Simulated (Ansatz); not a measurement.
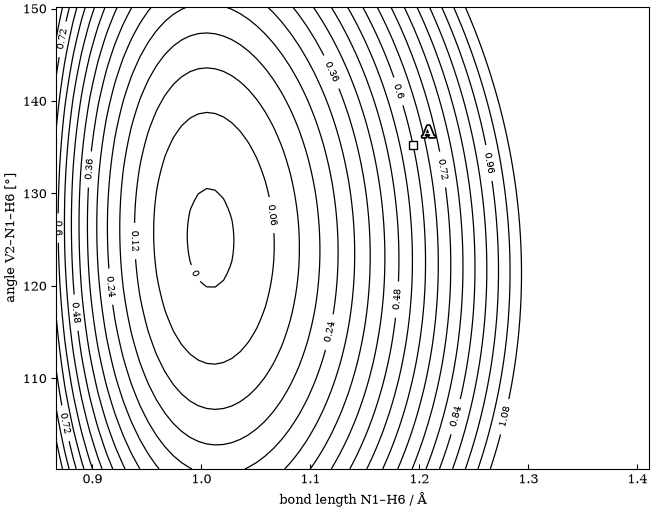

FH₃NO₂V, SMILES [NH2][V](=[O])([OH])[F]. First axis: bond length N1–H6. Second axis: angle V2–N1–H6. Nothing is relaxed (all other coordinates rigid). The grid has 11 × 11 points. Energies: eV, counted from the lowest grid point. Theory: RKS PBE0-D4/def2-TZVP (Ansatz).

Drawn: contour lines labelled in eV (none above 1.08), the point A. Between grid points the surface is interpolated.

**Is A at rest? If not, where is it pushed?**

A, at bond length N1–H6 = 1.194 Å, angle V2–N1–H6 = 135.2°, is not a stationary point. The computed force is 5 eV for each Å towards smaller values of bond length N1–H6 and 0.0092 eV for each degree towards smaller values of angle V2–N1–H6.
